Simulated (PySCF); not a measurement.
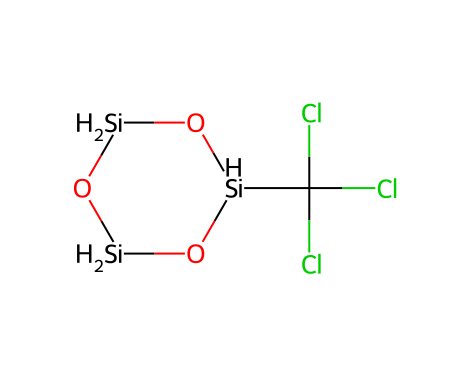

The drawing above gives the connectivity. The computed structure is the end point of a PBE0-D3(BJ)/def2-SVP optimisation. No frequency run is at hand to confirm it as a minimum.

What does the molecule look like in three dimensions?

It has 15 atoms: 1 carbon, 5 hydrogen, 3 chlorine, 3 oxygen and 3 silicon (CH5Cl3O3Si3). Its SMILES string is `ClC(Cl)(Cl)[SiH]1O[SiH2]O[SiH2]O1`. Independent rings (smallest set): 1 of 6 members. Among its groups: C–Cl bond, Si–H bond, Si–O bond. This geometry has Cs symmetry. Coordination: 1 C tetrahedral; 3 Si tetrahedral; 3 O bent.

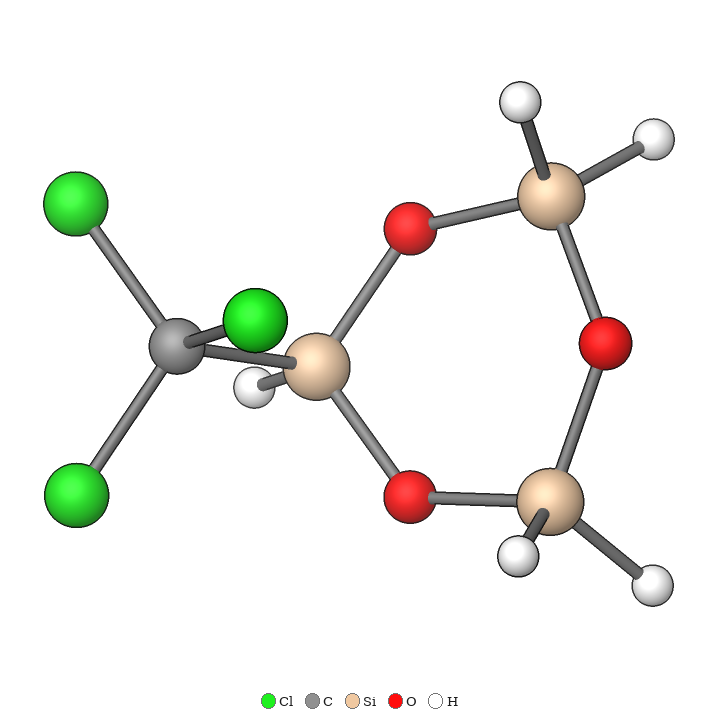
